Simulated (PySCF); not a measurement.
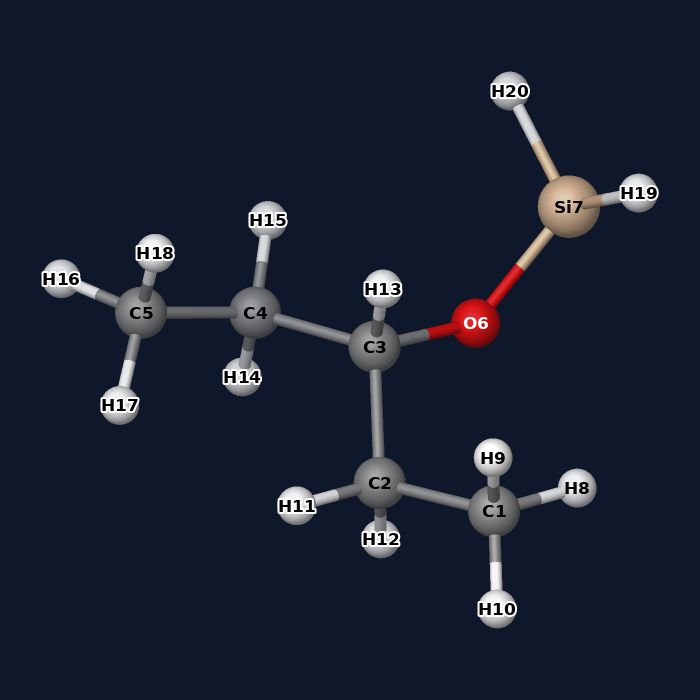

State: neutral, doublet. The computed structure is the end point of a GFN2-xTB optimisation. No frequency run is at hand to confirm it as a minimum. Method: UKS B3LYP, pcH-1 on C H O Si, non-relativistic (PySCF 2.14.0).

Give the isotropic hyperfine couplings (Fermi-contact term alone) of C1, C2, C3, C4, C5, O6, Si7, H8, H9, H10, H11, H12, H13, H14, H15, H16, H17, H18, H19, H20.

```csv
atom,isotope,a_iso (MHz)
C1,13C,0.1
C2,13C,−1.1
C3,13C,31.8
C4,13C,−1.0
C5,13C,0.7
O6,17O,−76.9
Si7,29Si,−597.8
H8,1H,0.1
H9,1H,0.1
H10,1H,0.0
H11,1H,1.0
H12,1H,0.0
H13,1H,−2.1
H14,1H,0.0
H15,1H,0.0
H16,1H,0.8
H17,1H,0.0
H18,1H,0.1
H19,1H,64.9
H20,1H,71.5
```

The geometry is semi-empirical. Around Si such bond lengths and angles can be off by a tenth of an ångström or more and by several degrees, and values that hang on the shape move with them.
